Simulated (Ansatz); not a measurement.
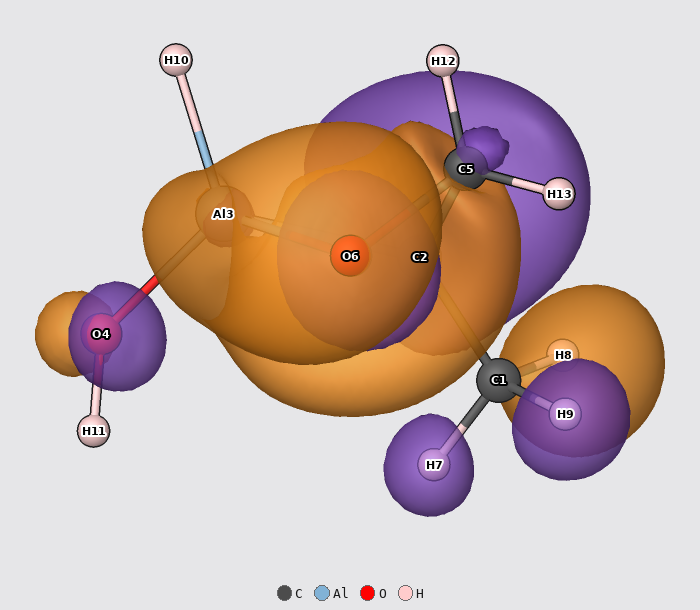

*C3H7AlO2. The LUMO at ±0.06 Å⁻³ᐟ² (orange and purple are the two phases), seen at a tilt.*

These are results of UKS PBE/6-31G in Ansatz 0.2.0, not measurements.

Input file:

```
crystal:
  periodic: [false, false, false]
  atoms:
    - { symbol: C, position_ang: [-1.3497, -0.443, -0.484] }
    - { symbol: C, position_ang: [-0.0848, 0.3173, -0.2149] }
    - { symbol: Al, position_ang: [1.4588, -0.6736, 0.503] }
    - { symbol: O, position_ang: [1.5416, -2.4976, 0.5678] }
    - { symbol: C, position_ang: [-0.1272, 1.7904, -0.1248] }
    - { symbol: O, position_ang: [0.2861, 1.1675, -1.2907] }
    - { symbol: H, position_ang: [-1.1775, -1.2941, -1.1147] }
    - { symbol: H, position_ang: [-1.814, -0.7023, 0.4577] }
    - { symbol: H, position_ang: [-2.1169, 0.2699, -0.9917] }
    - { symbol: H, position_ang: [2.7627, 0.1278, 1.0846] }
    - { symbol: H, position_ang: [1.0576, -2.7231, 1.4725] }
    - { symbol: H, position_ang: [0.7448, 2.3045, 0.4127] }
    - { symbol: H, position_ang: [-1.161, 2.3216, -0.2627] }
magnetization:
  spin_polarized: true
basis:
  gaussian: { orbitals: "6-31G" }
hamiltonian:
  xc: pbe
relax:
  f_tol: 0.02
  max_steps: 50
output:
  orbitals: {}
```

Run with:

```sh
ansatz run input.yaml --threads 2 --pin off --max-ram 3072MiB --backend cpu --events-out ev --progress --plain --runs-dir out
```

The fields are those of the run's last geometry, not of the input's.

> What is the character of this orbital?

By Hirshfeld shares it lies mainly on C2 (about 40 %), O6 (about 30 %) and Al3 (about 10 %). Its energy is −1.68 eV.
